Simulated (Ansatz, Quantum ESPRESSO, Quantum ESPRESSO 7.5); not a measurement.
**Work function of Ag(110), 7 layers**

Aim: the work function of each face of Ag(110), 7 layers, and how it moves with functional, pseudopotentials and boundary condition.

Method: plane-wave DFT, PBE, GBRV ultrasoft pseudopotentials (cross-check by Ansatz 0.2.0 with PAW datasets), in Quantum ESPRESSO 7.5.

Experimental background.

For Ag (clean (110) face), “Anisotropic work function of elemental crystals” (2019, arxiv:1902.07811) quotes earlier work: work function (clean (110) face) 4.1 eV.

## 1. Starting point

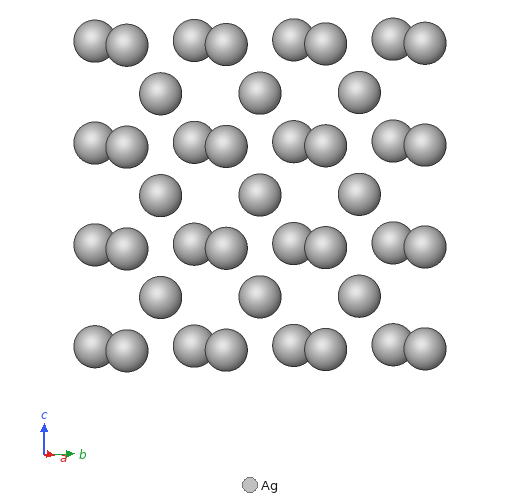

The starting structure, seen from the side, with the c axis up (silver light grey). 1×3×1 cells are drawn. Some periodic images of atoms are drawn too.

The cell holds 7 atoms: 7 Ag. Its edges and angles: a = 4.090 Å, b = 2.892 Å, c = 24.676 Å, α = 90.0°, β = 90.0°, γ = 90.0°. It derives from Ag. Vacuum lies along c.

Coordinates:

```cif
data_structure
_symmetry_space_group_name_H-M 'P 1'
_symmetry_Int_Tables_number 1
_cell_length_a 4.0900
_cell_length_b 2.8921
_cell_length_c 24.6762
_cell_angle_alpha 90.000
_cell_angle_beta 90.000
_cell_angle_gamma 90.000
_cell_volume 291.88
loop_
_atom_site_label
_atom_site_type_symbol
_atom_site_fract_x
_atom_site_fract_y
_atom_site_fract_z
_atom_site_occupancy
Ag1 Ag 0.00000 0.00000 0.32420 1
Ag2 Ag 0.50000 0.50000 0.38280 1
Ag3 Ag 0.00000 0.00000 0.44140 1
Ag4 Ag 0.50000 0.50000 0.50000 1
Ag5 Ag 0.00000 0.00000 0.55860 1
Ag6 Ag 0.50000 0.50000 0.61720 1
Ag7 Ag 0.00000 0.00000 0.67580 1
```

## 2. Relaxation with pw.x

The free layers are relaxed; atoms flagged 0 0 0 stay at their bulk places.

Input file relax.in:

```
&control
  prefix = 'relax'
  outdir = './out'
  pseudo_dir = './pseudo'
  nstep = 40
  forc_conv_thr = 0.001
  calculation = 'relax'
/
&system
  ibrav = 0
  nat = 7
  ntyp = 1
  ecutwfc = 40
  ecutrho = 200
  occupations = 'smearing'
  smearing = 'mv'
  degauss = 0.02
/
&electrons
  conv_thr = 1e-07
  mixing_beta = 0.4
  electron_maxstep = 120
  mixing_mode = 'local-TF'
/
&ions
/
ATOMIC_SPECIES
  Ag  107.8682  ag_pbe_v1.4.uspp.F.UPF
CELL_PARAMETERS angstrom
  4.09000000000000 0.00000000000000 0.00000000000000
  0.00000000000000 2.89206673505298 0.00000000000000
  0.00000000000000 0.00000000000000 24.67620020515894
ATOMIC_POSITIONS crystal
  Ag  0.000000000000 0.000000000000 0.324199023087
  Ag  0.500000000000 0.500000000000 0.382799348724
  Ag  0.000000000000 0.000000000000 0.441399674362 0 0 0
  Ag  0.500000000000 0.500000000000 0.500000000000 0 0 0
  Ag  0.000000000000 0.000000000000 0.558600325638 0 0 0
  Ag  0.500000000000 0.500000000000 0.617200651276
  Ag  0.000000000000 0.000000000000 0.675800976913
K_POINTS automatic
  8 8 1 0 0 0
```

Launch:

```console
$ OMP_NUM_THREADS=1 mpirun -n 4 pw.x -nk 4 -in relax.in > relax.out
```

What it wrote:

```text
Program PWSCF v.7.5 starts
[citation notice left out]

     Parallel version (MPI & OpenMP), running on       4 processor cores
     Number of MPI processes:                 4
     Threads/MPI process:                     1

     MPI processes distributed on     1 nodes
[...]
Current dimensions of program PWSCF are:
     Max number of different atomic species (ntypx) = 10
     Max number of k-points (npk) =  40000
     Max angular momentum in pseudopotentials (lmaxx) =  4
     Message from routine setup:
     using ibrav=0 with symmetry is DISCOURAGED, use correct ibrav instead

     K-points division:     npool     =       4
     Subspace diagonalization in iterative solution of the eigenvalue problem:
     a serial algorithm will be used

     G-vector sticks info
     --------------------
     sticks:   dense  smooth     PW     G-vecs:    dense   smooth      PW
     Sum         675     533    165                94179    67079   11513

     Using Slab Decomposition

     bravais-lattice index     =            0
     lattice parameter (alat)  =       7.7290  a.u.
     unit-cell volume          =    1969.7291 (a.u.)^3
     number of atoms/cell      =            7
     number of atomic types    =            1
     number of electrons       =       133.00
     number of Kohn-Sham states=           80
     kinetic-energy cutoff     =      40.0000  Ry
     charge density cutoff     =     200.0000  Ry
     scf convergence threshold =      1.0E-07
     mixing beta               =       0.4000
     number of iterations used =            8  local-TF  mixing
     energy convergence thresh.=      1.0E-04
     force convergence thresh. =      1.0E-03
     Exchange-correlation=  SLA  PW   PBX  PBC
                           (   1   4   3   4   0   0   0)
     nstep                     =           40

     celldm(1)=   7.728980  celldm(2)=   0.000000  celldm(3)=   0.000000
     celldm(4)=   0.000000  celldm(5)=   0.000000  celldm(6)=   0.000000

     crystal axes: (cart. coord. in units of alat)
               a(1) = (   1.000000   0.000000   0.000000 )
               a(2) = (   0.000000   0.707107   0.000000 )
               a(3) = (   0.000000   0.000000   6.033301 )

     reciprocal axes: (cart. coord. in units 2 pi/alat)
               b(1) = (  1.000000  0.000000  0.000000 )
               b(2) = (  0.000000  1.414214  0.000000 )
               b(3) = (  0.000000  0.000000  0.165747 )

     PseudoPot. # 1 for Ag read from file:
     ./pseudo/ag_pbe_v1.4.uspp.F.UPF
     Pseudo is Ultrasoft + core correction, Zval = 19.0
     Generated by new atomic code, or converted to UPF format
     Using radial grid of  887 points,  6 beta functions with:
                l(1) =   0
                l(2) =   0
                l(3) =   1
                l(4) =   1
                l(5) =   2
                l(6) =   2
     Q(r) pseudized with  6 coefficients,  rinner =    1.300   1.300   1.300
                                                       1.300   1.300

     atomic species   valence    mass     pseudopotential
     Ag               19.00   107.86820     Ag( 1.00)

      8 Sym. Ops., with inversion, found

   Cartesian axes

     site n.     atom                  positions (alat units)
         1        Ag     tau(   1) = (   0.0000000   0.0000000   1.9559902  )
         2        Ag     tau(   2) = (   0.5000000   0.3535534   2.3095436  )
         3        Ag     tau(   3) = (   0.0000000   0.0000000   2.6630970  )
         4        Ag     tau(   4) = (   0.5000000   0.3535534   3.0166504  )
         5        Ag     tau(   5) = (   0.0000000   0.0000000   3.3702038  )
         6        Ag     tau(   6) = (   0.5000000   0.3535534   3.7237572  )
         7        Ag     tau(   7) = (   0.0000000   0.0000000   4.0773106  )

     number of k points=    25  Marzari-Vanderbilt smearing, width (Ry)=  0.0200
                       cart. coord. in units 2pi/alat
        k(    1) = (   0.0000000   0.0000000   0.0000000), wk =   0.0312500
        k(    2) = (   0.0000000   0.1767767   0.0000000), wk =   0.0625000
        k(    3) = (   0.0000000   0.3535534   0.0000000), wk =   0.0625000
        k(    4) = (   0.0000000   0.5303301   0.0000000), wk =   0.0625000
        k(    5) = (   0.0000000  -0.7071068   0.0000000), wk =   0.0312500
        k(    6) = (   0.1250000   0.0000000   0.0000000), wk =   0.0625000
        k(    7) = (   0.1250000   0.1767767   0.0000000), wk =   0.1250000
        k(    8) = (   0.1250000   0.3535534   0.0000000), wk =   0.1250000
        k(    9) = (   0.1250000   0.5303301   0.0000000), wk =   0.1250000
        k(   10) = (   0.1250000  -0.7071068   0.0000000), wk =   0.0625000
[...]
k(   25) = (  -0.5000000  -0.7071068   0.0000000), wk =   0.0312500

     Dense  grid:    94179 G-vectors     FFT dimensions: (  36,  25, 216)

     Smooth grid:    67079 G-vectors     FFT dimensions: (  32,  24, 192)

     Estimated max dynamical RAM per process >     226.19 MB

     Estimated total dynamical RAM >     835.77 MB

     Initial potential from superposition of free atoms

     starting charge     129.4997, renormalised to     133.0000

     negative rho (up, down):  4.768E-03 0.000E+00
     Starting wfcs are   91 randomized atomic wfcs

     total cpu time spent up to now is        5.8 secs

     per-process dynamical memory:   142.6 Mb

     Self-consistent Calculation

     iteration #  1     ecut=    40.00 Ry     beta= 0.40
     Davidson diagonalization with overlap
     ethr =  1.00E-02,  avg # of iterations =  6.6

     negative rho (up, down):  4.659E-02 0.000E+00

     total cpu time spent up to now is       24.8 secs

     total energy              =   -2069.23205096 Ry
     estimated scf accuracy    <      11.63925665 Ry

     iteration #  2     ecut=    40.00 Ry     beta= 0.40
[...]
negative rho (up, down):  6.578E-02 0.000E+00

[...]
total energy              =   -2068.94272426 Ry
     estimated scf accuracy    <       2.23070149 Ry

     iteration #  3     ecut=    40.00 Ry     beta= 0.40
[...]
negative rho (up, down):  6.339E-02 0.000E+00

[...]
total energy              =   -2069.25417469 Ry
     estimated scf accuracy    <       0.04545902 Ry

     iteration #  4     ecut=    40.00 Ry     beta= 0.40
[...]
negative rho (up, down):  5.446E-02 0.000E+00

[...]
total energy              =   -2069.25261235 Ry
     estimated scf accuracy    <       0.01763920 Ry

[...]
Ag               0.0000000000        0.0000000000        0.6757680956

[...]
NEW-OLD atomic charge density approx. for the potential

     negative rho (up, down):  3.850E-03 0.000E+00

     total cpu time spent up to now is      219.7 secs

     per-process dynamical memory:   172.9 Mb

     Self-consistent Calculation

     iteration #  1     ecut=    40.00 Ry     beta= 0.40
     Davidson diagonalization with overlap
     ethr =  1.00E-06,  avg # of iterations =  4.0

     negative rho (up, down):  3.899E-03 0.000E+00

     total cpu time spent up to now is      242.7 secs

     total energy              =   -2069.24860053 Ry
     estimated scf accuracy    <       0.00030549 Ry

[...]
iteration #  8     ecut=    40.00 Ry     beta= 0.40
[...]
negative rho (up, down):  3.851E-03 0.000E+00

[...]
End of self-consistent calculation

[...]
the Fermi energy is     4.6766 ev

!    total energy              =   -2069.24858608 Ry
     estimated scf accuracy    <       0.00000003 Ry
     smearing contrib. (-TS)   =       0.00046383 Ry
     internal energy E=F+TS    =   -2069.24904991 Ry

     The total energy is F=E-TS. E is the sum of the following terms:
     one-electron contribution =  -15213.32451861 Ry
     hartree contribution      =    7613.47986208 Ry
     xc contribution           =    -202.78356529 Ry
     ewald contribution        =    5733.37917192 Ry

     convergence has been achieved in   8 iterations

     negative rho (up, down):  3.851E-03 0.000E+00

     Forces acting on atoms (cartesian axes, Ry/au):

     atom    1 type  1   force =     0.00000000    0.00000000    0.00093135
     atom    2 type  1   force =     0.00000000    0.00000000   -0.01147964
     atom    3 type  1   force =     0.00000000    0.00000000   -0.00007839
     atom    4 type  1   force =     0.00000000    0.00000000    0.00000000
     atom    5 type  1   force =     0.00000000    0.00000000    0.00007839
     atom    6 type  1   force =     0.00000000    0.00000000    0.01147964
     atom    7 type  1   force =     0.00000000    0.00000000   -0.00093135

     Total force =     0.016288     Total SCF correction =     0.000806
     Energy error            =      3.1E-04 Ry
     Gradient error          =      1.1E-02 Ry/Bohr

     number of scf cycles    =   2
     number of bfgs steps    =   1

     energy             old  =   -2069.2482750448 Ry
     energy             new  =   -2069.2485860782 Ry

     CASE: energy            _new < energy            _old

     WARNING: bfgs curvature condition failed, Theta= 0.887
     new trust radius        =       0.0139371245 bohr
     new conv_thr            =       0.0000000031 Ry

ATOMIC_POSITIONS (crystal)
Ag               0.0000000000        0.0000000000        0.3242584759
Ag               0.5000000000        0.5000000000        0.3822287607
Ag               0.0000000000        0.0000000000        0.4413996744    0   0   0
Ag               0.5000000000        0.5000000000        0.5000000000    0   0   0
Ag               0.0000000000        0.0000000000        0.5586003256    0   0   0
Ag               0.5000000000        0.5000000000        0.6177712393
Ag               0.0000000000        0.0000000000        0.6757415241

[...]
NEW-OLD atomic charge density approx. for the potential

     negative rho (up, down):  3.835E-03 0.000E+00

     total cpu time spent up to now is      335.0 secs

     per-process dynamical memory:   172.9 Mb

     Self-consistent Calculation

     iteration #  1     ecut=    40.00 Ry     beta= 0.40
     Davidson diagonalization with overlap
     ethr =  1.00E-06,  avg # of iterations =  4.0

     negative rho (up, down):  3.891E-03 0.000E+00

     total cpu time spent up to now is      357.8 secs

     total energy              =   -2069.24891192 Ry
     estimated scf accuracy    <       0.00038369 Ry

[...]
iteration # 10     ecut=    40.00 Ry     beta= 0.40
[...]
negative rho (up, down):  3.837E-03 0.000E+00

[...]
End of self-consistent calculation

[...]
the Fermi energy is     4.6747 ev

!    total energy              =   -2069.24889339 Ry
     estimated scf accuracy    <          1.2E-09 Ry
     smearing contrib. (-TS)   =       0.00046798 Ry
     internal energy E=F+TS    =   -2069.24936137 Ry

     The total energy is F=E-TS. E is the sum of the following terms:
     one-electron contribution =  -15200.82573597 Ry
     hartree contribution      =    7607.23092620 Ry
     xc contribution           =    -202.78263407 Ry
     ewald contribution        =    5727.12808247 Ry

     convergence has been achieved in  10 iterations

     negative rho (up, down):  3.837E-03 0.000E+00

     Forces acting on atoms (cartesian axes, Ry/au):

     atom    1 type  1   force =     0.00000000    0.00000000    0.00040246
     atom    2 type  1   force =     0.00000000    0.00000000   -0.01036001
     atom    3 type  1   force =     0.00000000    0.00000000   -0.00036080
     atom    4 type  1   force =     0.00000000    0.00000000    0.00000000
     atom    5 type  1   force =     0.00000000    0.00000000    0.00036080
     atom    6 type  1   force =     0.00000000    0.00000000    0.01036001
     atom    7 type  1   force =     0.00000000    0.00000000   -0.00040246

     Total force =     0.014662     Total SCF correction =     0.000222
     Energy error            =      3.1E-04 Ry
     Gradient error          =      1.0E-02 Ry/Bohr

     number of scf cycles    =   3
     number of bfgs steps    =   2

     energy             old  =   -2069.2485860782 Ry
     energy             new  =   -2069.2488933888 Ry

     CASE: energy            _new < energy            _old

     new trust radius        =       0.0209056867 bohr
     new conv_thr            =       0.0000000031 Ry

ATOMIC_POSITIONS (crystal)
Ag               0.0000000000        0.0000000000        0.3242830461
Ag               0.5000000000        0.5000000000        0.3817804416
Ag               0.0000000000        0.0000000000        0.4413996744    0   0   0
Ag               0.5000000000        0.5000000000        0.5000000000    0   0   0
Ag               0.0000000000        0.0000000000        0.5586003256    0   0   0
Ag               0.5000000000        0.5000000000        0.6182195584
Ag               0.0000000000        0.0000000000        0.6757169539

[...]
NEW-OLD atomic charge density approx. for the potential

     negative rho (up, down):  3.813E-03 0.000E+00

     total cpu time spent up to now is      477.3 secs

     per-process dynamical memory:   172.9 Mb

[...]
!    total energy              =   -2069.25031618 Ry
[...]
Total force =     0.004169     Total SCF correction =     0.000254
[...]
number of bfgs steps    =   8
[...]
energy             new  =   -2069.2503161841 Ry
[...]
new trust radius        =       0.0099189295 bohr
[...]
Self-consistent Calculation

     iteration #  1     ecut=    40.00 Ry     beta= 0.40
     Davidson diagonalization with overlap
     ethr =  1.00E-06,  avg # of iterations =  4.0

     negative rho (up, down):  3.778E-03 0.000E+00

     total cpu time spent up to now is     1413.9 secs

     total energy              =   -2069.25038039 Ry
     estimated scf accuracy    <       0.00035831 Ry

     iteration #  2     ecut=    40.00 Ry     beta= 0.40
[...]
negative rho (up, down):  4.107E-03 0.000E+00

[...]
total energy              =   -2069.25034446 Ry
     estimated scf accuracy    <       0.00022766 Ry

     iteration #  3     ecut=    40.00 Ry     beta= 0.40
[...]
negative rho (up, down):  4.095E-03 0.000E+00

     total c
[key lines of the parts left out:]
the Fermi energy is     4.6650 ev
```

The job ended after 31 min (4 MPI ranks of Arm Neoverse N1, shared host; peak memory 1 GiB).

The steps of the relaxation:

```csv
step,energy less that of the first step (eV),largest force (eV/Å)
1,0.0000,0.3258
2,-0.0042,0.2952
3,-0.0084,0.2664
4,-0.0138,0.2209
5,-0.0200,0.1565
6,-0.0255,0.0656
7,-0.0270,0.0845
8,-0.0273,0.0819
9,-0.0278,0.0745
10,-0.0284,0.0605
11,-0.0291,0.0387
12,-0.0296,0.0059
```

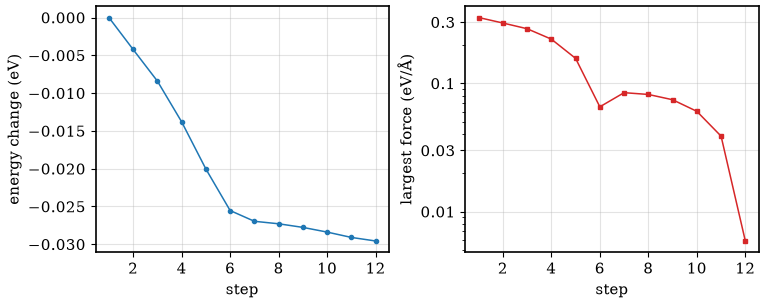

Energy and largest force along the relaxation.

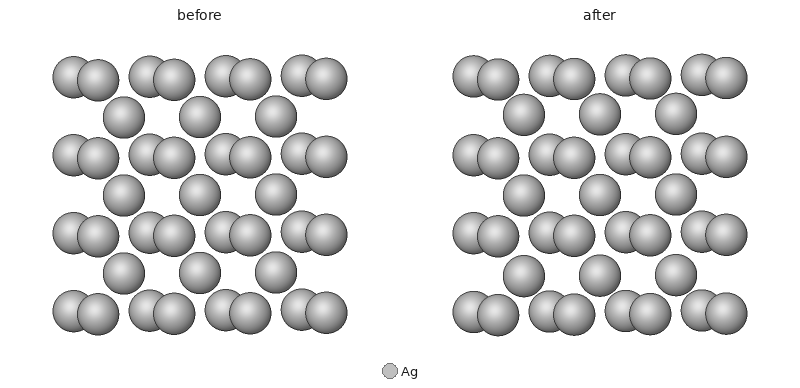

Before and after, at one scale.

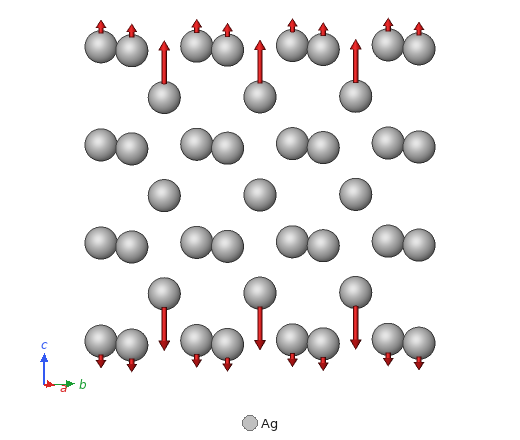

Displacements in the relaxation, exaggerated; the longest in the cell stands for 0.10 Å. 1×3×1 cells are drawn. Some periodic images of atoms are drawn too.

The atoms that moved most (Å):

| atom | dx | dy | dz | length |
| --- | --- | --- | --- | --- |
| Ag6 | 0.000 | 0.000 | 0.098 | 0.098 |
| Ag2 | 0.000 | 0.000 | -0.098 | 0.098 |
| Ag7 | 0.000 | 0.000 | 0.031 | 0.031 |
| Ag1 | 0.000 | 0.000 | -0.031 | 0.031 |

The relaxation lowers the energy by 4 meV an atom. On the free atoms the largest force ends at 0.006 eV/Å.

Numbers from this step:

| Item | Value |
| --- | --- |
| free energy | -28153.5866 eV |
| Fermi energy | 4.668 eV |

The program's own clock; routines nest. Time by routine:

| routine | wall time (s) | calls |
| --- | --- | --- |
| PWSCF | 1860 | 1 |
| electrons | 1828 | 12 |
| c_bands | 1505 | 128 |
| cegterg | 1430 | 896 |
| h_psi | 824.1 | 2932 |
| fftw | 662.3 | 390192 |
| vloc_psi | 610.9 | 2932 |
| sum_band | 202.6 | 128 |
| calbec | 164 | 4164 |
| add_vuspsi | 102.5 | 2932 |
| s_psi | 102.4 | 2932 |
| h_psi:calbec | 101.9 | 2932 |
| mix_rho | 86.64 | 128 |
| ffts | 50.71 | 14536 |

(Continued in part 2 of 6.)

[Logs are printed without paths, hosts, clocks, repeated set-up lines and the standing remarks that a program may print on its own settings, such as how far it seeks lower states.]

[Hosts, paths, dates, database ids (printed as entryN), source tags and the programs' standing remarks are cut or masked in the printed files.]

[Maps of the electrostatic potential energy from Ansatz leave out the sawtooth potential of an applied field or a dipole correction, so their vacuum need not be flat; planar profiles and work functions include it.]
